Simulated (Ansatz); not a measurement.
HfSi2, response to strain

Base system: HfSi$_{2}$ (space group Cmcm, No. 63; a = 3.683 Å, b = 14.598 Å, c = 3.658 Å). Axes: x, y, z lie along a, b, c of the conventional cell.

Strains are applied to the cell and any free atomic positions relax; under biaxial strain the out-of-plane vector relaxes too.

Level of theory: PBE, PAW, 420 eV (Ansatz, a quantum-chemistry and plane-wave program; no spin-orbit coupling).

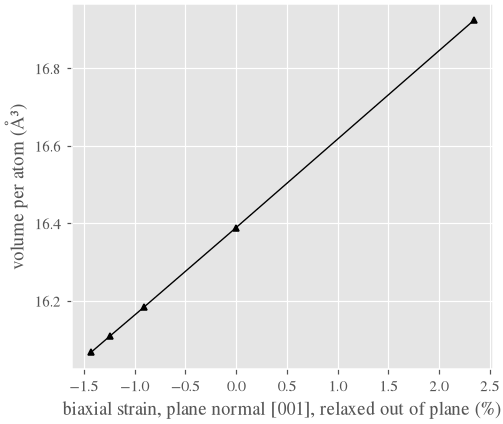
Figure. Volume per atom against biaxial strain, plane normal [001], relaxed out of plane

From the plot, what is the volume per atom for biaxial strain −1.43 %, plane normal [001], relaxed out of plane?

About 16.07 Å³.

Is the trend monotonic over the range shown?

Yes, it rises throughout, spanning 16.07 Å³ to 16.92 Å³.

Without a gap, meshes like the base's 13×13×13 leave anisotropic stresses uncertain by several tenths of a GPa, and small strain energies with them. Whether these cells are dynamically stable was not tested. The final runs are not spin-polarised.
